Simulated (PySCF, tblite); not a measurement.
# CH₁₀ClNSi₃: a rotation path, then NMR shifts on frames

How do NMR shifts of CH₁₀ClNSi₃ (`N[SiH2][C@H]([SiH3])[SiH2]Cl`) change as the atoms move?

Programs: tblite 0.8.0 and PySCF 2.14.0, with density-fitted response routines of our own. Each step states its level of theory. These are calculated values for one molecule in the gas phase, unless marked as measured. Atoms are numbered from 0 throughout.

### 1 The molecule as given

16 atoms, charge 0, multiplicity 1; geometry from: GFN2-xTB.

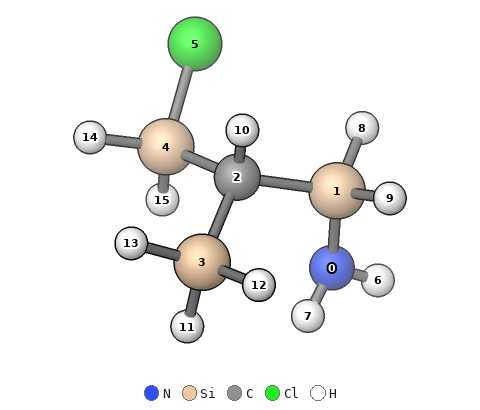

As it starts; nitrogen blue, silicon light orange, carbon grey, chlorine green, hydrogen white, atoms numbered.

### 2 A band between two rotamers with GFN2-xTB

Job settings and geometry (Å):

```
{"job": {"kind": "neb", "xc": "GFN2-xTB", "basis": "xTB", "atoms": [0, 1, 2, 3], "turn": 120}, "charge": 0, "multiplicity": 1}
N      1.762377    -0.889478    -0.942216
Si     1.396500    -0.391768     0.665713
C     -0.394819     0.266655     0.625039
Si    -1.663447    -1.045669     0.096623
Si    -0.576332     1.855041    -0.390527
Cl     0.497727     3.336230     0.467068
H      2.706686    -1.169988    -1.149584
H      1.116376    -1.497432    -1.419143
H      2.387925     0.638370     0.974765
H      1.466026    -1.444697     1.696915
H     -0.631301     0.519966     1.663016
H     -1.501404    -1.370935    -1.325094
H     -1.488011    -2.268574     0.886934
H     -3.025840    -0.544291     0.299965
H     -1.966162     2.319671    -0.401662
H     -0.093899     1.695844    -1.759224
```

Level: GFN2-xTB climbing-image nudged elastic band, gas phase.

Started as:

```sh
$ OMP_NUM_THREADS=1 python probes_run.py task.json out
```

One launch serves the whole session: the jobs run in the order shown.

Standard output:

```text
image   E - E0 / eV
  0       0.0000
  1       0.0101
  2       0.0442
  3       0.0812
  4       0.0995
  5       0.0880
  6       0.0494
  7       0.0011
  8      -0.0235
```

Wall time 14 s (1 thread, shared host).

The final band, with the dihedral N0–Si1–C2–Si3:

```tsv
image	dihedral (°)	energy (eV)	energy (kcal/mol)
0	61	0.000	0.0
1	78	0.010	0.2
2	95	0.044	1.0
3	112	0.081	1.9
4	129	0.100	2.3
5	146	0.088	2.0
6	163	0.049	1.1
7	180	0.001	0.0
8	197	-0.024	-0.5
```

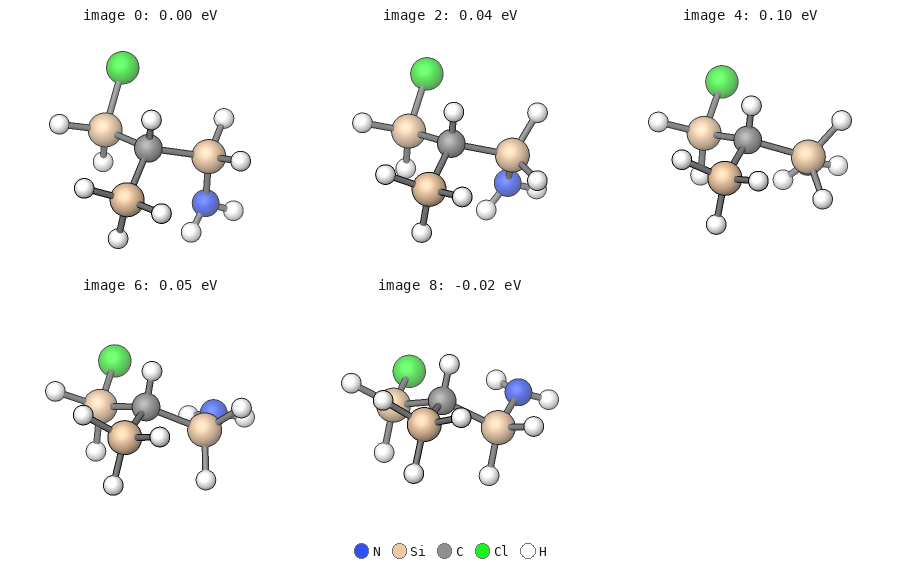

Images along the band.

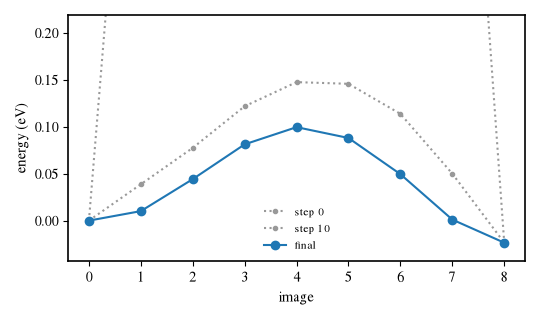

Energy along the band, early and final.

### 3 Shielding tensors: image 0, PBE0/pcSseg-1

Job settings and geometry (Å):

```
{"job": {"kind": "nmr", "xc": "PBE0", "basis": "pcSseg-1", "pop": false}, "charge": 0, "multiplicity": 1}
N      1.762400    -0.889500    -0.942200
Si     1.396500    -0.391800     0.665700
C     -0.394800     0.266700     0.625000
Si    -1.663400    -1.045700     0.096600
Si    -0.576300     1.855000    -0.390500
Cl     0.497700     3.336200     0.467100
H      2.706700    -1.170000    -1.149600
H      1.116400    -1.497400    -1.419100
H      2.387900     0.638400     0.974800
H      1.466000    -1.444700     1.696900
H     -0.631300     0.520000     1.663000
H     -1.501400    -1.370900    -1.325100
H     -1.488000    -2.268600     0.886900
H     -3.025800    -0.544300     0.300000
H     -1.966200     2.319700    -0.401700
H     -0.093900     1.695800    -1.759200
```

Method: GIAO PBE0/pcSseg-1 NMR shielding, non-relativistic, gas phase.

Standard output:

```text
coarse grid: 14848 points
cycle   1  E = -1426.8402705539  dE =  2.651e-01  |g| = 5.349e-01  |ddm| = 3.580e+00
cycle   2  E = -1426.8018373719  dE =  3.843e-02  |g| = 6.703e-01  |ddm| = 1.102e+00
cycle   3  E = -1426.9046240720  dE = -1.028e-01  |g| = 6.125e-02  |ddm| = 6.911e-01
cycle   4  E = -1426.9054277170  dE = -8.036e-04  |g| = 2.349e-02  |ddm| = 9.222e-02
cycle   5  E = -1426.9055492144  dE = -1.215e-04  |g| = 3.589e-03  |ddm| = 2.820e-02
cycle   6  E = -1426.9055519815  dE = -2.767e-06  |g| = 1.280e-03  |ddm| = 5.637e-03
final grid: 123448 points
cycle   7  E = -1426.9345331940  dE = -2.042e-05  |g| = 6.937e-03  |ddm| = 1.796e-02
cycle   8  E = -1426.9345235641  dE =  9.630e-06  |g| = 9.173e-03  |ddm| = 1.437e-02
cycle   9  E = -1426.9345436899  dE = -2.013e-05  |g| = 6.230e-04  |ddm| = 8.540e-03
cycle  10  E = -1426.9345437549  dE = -6.497e-08  |g| = 1.626e-04  |ddm| = 7.703e-04
cycle  11  E = -1426.9345437617  dE = -6.816e-09  |g| = 3.670e-05  |ddm| = 2.208e-04
cycle  12  E = -1426.9345437619  dE = -2.517e-10  |g| = 1.509e-05  |ddm| = 4.784e-05
converged SCF energy = -1426.9345437619

GIAO shielding tensors (ppm)
atom      isotropic    diamagn.    paramagn.     s11        s22        s33       span
  0 N      259.040     318.089     -59.048    229.328    253.948    293.845     64.517
  1 Si     383.948     880.322    -496.374    354.618    363.772    433.454     78.836
  2 C      191.756     263.909     -72.153    178.017    194.147    203.104     25.087
  3 Si     428.402     880.760    -452.358    393.972    416.513    474.721     80.749
  4 Si     364.433     878.264    -513.831    310.153    373.780    409.365     99.212
  5 Cl     989.577    1148.401    -158.824    927.676    979.929   1061.126    133.450
  6 H       31.646      29.648       1.998     23.982     26.573     44.383     20.402
  7 H       31.738      33.094      -1.356     23.266     30.413     41.534     18.268
  8 H       26.611      29.738      -3.127     22.991     25.986     30.856      7.866
  9 H       26.549      29.763      -3.214     22.719     24.563     32.364      9.645
 10 H       32.335      33.336      -1.001     26.992     29.717     40.297     13.305
 11 H       27.877      30.352      -2.475     24.313     26.541     32.777      8.464
 12 H       27.577      29.496      -1.920     23.905     25.480     33.345      9.440
 13 H       27.578      29.360      -1.782     23.528     25.643     33.564     10.035
 14 H       26.432      28.508      -2.076     21.323     26.124     31.851     10.527
 15 H       26.332      28.997      -2.666     22.438     25.626     30.932      8.494
```

It took 67 s on 1 thread, shared host.

The references, computed at this level on geometries of the same kind, shield at (ppm): 1H TMS 31.72, 13C TMS 186.9, 29Si TMS 349.2, 15N NH3 267.7, 35Cl HCl 950. Their shielding less the atom's gives the shift. The references are single molecules in the gas phase, so shifts against H2O, NH3, PH3, H3PO4 or CFCl3 are not on the usual liquid scales and can be off by tens of ppm. Each atom is listed at this fixed geometry, with no averaging over motion; a spectrum would average atoms that exchange fast.

```tsv
atoms	environment	σ (ppm)	δ (ppm)
C2	sp3 CH bonded to 3 Si	191.8	-4.8
H15	hydrogen on a silicon bonded to C, Cl	26.33	5.39
H14	hydrogen on a silicon bonded to C, Cl	26.43	5.28
H9	hydrogen on a silicon bonded to C, N	26.55	5.17
H8	hydrogen on a silicon bonded to C, N	26.61	5.11
H12	hydrogen on a silicon bonded to C	27.58	4.14
H13	hydrogen on a silicon bonded to C	27.58	4.14
H11	hydrogen on a silicon bonded to C	27.88	3.84
H6	hydrogen on a nitrogen bonded to Si	31.65	0.07
H7	hydrogen on a nitrogen bonded to Si	31.74	-0.02
H10	hydrogen on an sp3 CH bonded to 3 Si	32.34	-0.62
N0	nitrogen bonded to Si, 2 H	259.0	8.7
Si4	silicon bonded to C, Cl, 2 H	364.4	-15.3
Si1	silicon bonded to C, N, 2 H	383.9	-34.8
Si3	silicon bonded to C, 3 H	428.4	-79.2
Cl5	chlorine bonded to Si	990	-40
```

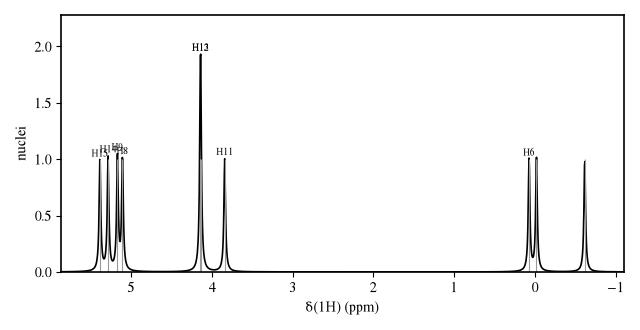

1H lines at the computed shifts, without couplings. Lines are broadened to a width of 0.02 ppm (Lorentzian).

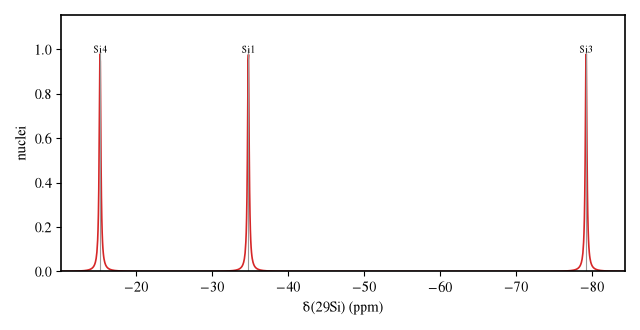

29Si lines at the computed shifts, without couplings. Lines are broadened to a width of 0.26 ppm (Lorentzian).

### 4 NMR shieldings: image 2, PBE0/pcSseg-1

Job settings and geometry (Å):

```
{"job": {"kind": "nmr", "xc": "PBE0", "basis": "pcSseg-1", "pop": false}, "charge": 0, "multiplicity": 1}
N      1.999900    -0.420000    -0.915700
Si     1.336900    -0.565500     0.667400
C     -0.406200     0.221100     0.617200
Si    -1.790300    -1.047800     0.320500
Si    -0.551300     1.704500    -0.556200
Cl     0.673900     3.191100     0.039800
H      2.958400    -0.691500    -1.060400
H      1.445200    -0.692000    -1.710400
H      2.257400     0.172900     1.535200
H      1.217400    -1.947200     1.173100
H     -0.571600     0.603700     1.629500
H     -1.708300    -1.570200    -1.046200
H     -1.668600    -2.157700     1.269300
H     -3.100100    -0.419200     0.512300
H     -1.910000     2.254400    -0.553200
H     -0.190200     1.372500    -1.933600
```

Method: GIAO PBE0/pcSseg-1 NMR shielding, non-relativistic, gas phase.

Standard output:

```text
coarse grid: 14848 points
cycle   1  E = -1426.8403273375  dE =  2.615e-01  |g| = 5.324e-01  |ddm| = 3.586e+00
cycle   2  E = -1426.8029036490  dE =  3.742e-02  |g| = 6.652e-01  |ddm| = 1.088e+00
cycle   3  E = -1426.9040712622  dE = -1.012e-01  |g| = 6.055e-02  |ddm| = 6.727e-01
cycle   4  E = -1426.9048470977  dE = -7.758e-04  |g| = 2.356e-02  |ddm| = 8.952e-02
cycle   5  E = -1426.9049687935  dE = -1.217e-04  |g| = 3.611e-03  |ddm| = 2.777e-02
cycle   6  E = -1426.9049716251  dE = -2.832e-06  |g| = 1.290e-03  |ddm| = 5.560e-03
final grid: 123448 points
cycle   7  E = -1426.9336240581  dE = -1.919e-05  |g| = 6.986e-03  |ddm| = 1.795e-02
cycle   8  E = -1426.9336143025  dE =  9.756e-06  |g| = 9.248e-03  |ddm| = 1.418e-02
cycle   9  E = -1426.9336346178  dE = -2.032e-05  |g| = 6.159e-04  |ddm| = 8.460e-03
cycle  10  E = -1426.9336346783  dE = -6.045e-08  |g| = 1.551e-04  |ddm| = 7.265e-04
cycle  11  E = -1426.9336346844  dE = -6.112e-09  |g| = 3.578e-05  |ddm| = 2.147e-04
cycle  12  E = -1426.9336346846  dE = -2.474e-10  |g| = 1.476e-05  |ddm| = 4.747e-05
converged SCF energy = -1426.9336346846

GIAO shielding tensors (ppm)
atom      isotropic    diamagn.    paramagn.     s11        s22        s33       span
  0 N      257.107     317.967     -60.861    226.913    250.791    293.616     66.702
  1 Si     380.452     880.204    -499.752    348.745    365.383    427.230     78.485
  2 C      194.228     264.444     -70.216    184.274    192.471    205.938     21.665
  3 Si     424.023     880.371    -456.348    384.204    415.047    472.817     88.613
  4 Si     365.972     878.361    -512.389    310.254    372.374    415.290    105.036
  5 Cl     991.734    1148.494    -156.760    944.247    966.947   1064.008    119.761
  6 H       31.566      29.538       2.028     24.043     26.328     44.327     20.284
  7 H       31.675      33.222      -1.547     24.107     29.930     40.987     16.881
  8 H       26.626      29.602      -2.976     23.807     24.586     31.485      7.678
  9 H       26.534      29.904      -3.371     22.624     25.108     31.869      9.244
 10 H       32.048      33.362      -1.313     26.989     29.539     39.616     12.627
 11 H       27.887      29.857      -1.970     24.246     26.352     33.064      8.818
 12 H       27.593      29.317      -1.724     23.854     25.575     33.351      9.497
 13 H       27.602      29.218      -1.616     23.573     25.753     33.482      9.909
 14 H       26.451      28.559      -2.109     21.373     26.040     31.939     10.565
 15 H       26.418      29.634      -3.216     23.270     25.227     30.756      7.486
```

Wall time 64 s (1 thread, shared host).

Key values: δ C2 -7.3, N0 10.6, Si4 -16.8, Si1 -31.3, H15 5.30, H14 5.27 ppm.

[end of part 1 of 2]
